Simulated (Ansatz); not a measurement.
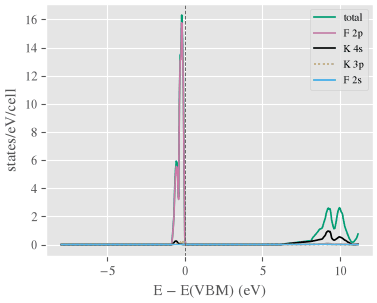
Figure. Total and projected density of states of KF (rock salt, Fm-3m), DFT-PBEsol in the program Ansatz with PAW potentials

Task: Which orbitals carry the states next to the gap?

Result: Top 1 eV of the valence band: F 2p 96 %. Bottom 1 eV of the conduction band: K 4s 80 %, F 2s 11 %. Projections are on Löwdin-orthogonalised atomic valence shells; empty p or d shells of many metals are not among them.

The PBEsol relaxation kept the symmetry of its start.

Potentials: the earlier of the program's two PAW sets. The files were generated under PBE; for other functionals the program regenerates the frozen cores, and for LDA and PBEsol the local potential too.
